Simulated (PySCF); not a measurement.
Molecule: SMILES C(CC(C)(C)C)Br. Atoms near the plane z = 1.2 Å, at the GFN2-xTB optimised geometry (x, y, z in Å): C2 (-0.1, -1.1, 0.0), C3 (-0.7, -1.9, 1.2), C4 (1.4, -1.1, 0.0), C5 (-0.7, 0.3, 0.0), C6 (-0.3, 1.1, 1.2), Br7 (-1.1, 2.9, 1.1), H11 (-0.2, -1.5, 2.1), H12 (-0.4, -2.9, 1.1), H13 (-1.7, -1.9, 1.3), H15 (1.8, -0.7, 0.9), H16 (1.8, -2.1, -0.1), H17 (-1.8, 0.3, -0.1), H19 (-0.7, 0.7, 2.1), H20 (0.8, 1.3, 1.3).

Computed with PBE/def2-SVP run with PySCF. Cells within 0.4 Å of a nucleus heavier than hydrogen are left out (blank, or x). The values are rescaled to run from 0 to 1.

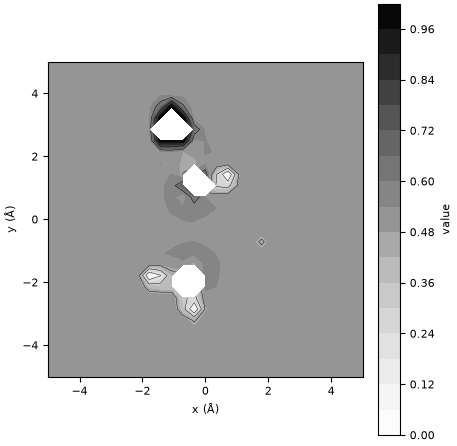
Figure. a field on the plane z = 1.2 Å.

Which quantity is mapped?
A) Laplacian of the electron density
B) electron localisation function
C) electrostatic potential
D) log10 of the electron density

A, Laplacian of the electron density. In full: Laplacian of the electron density (e/bohr⁵), clipped to [-1.50, 1.50].
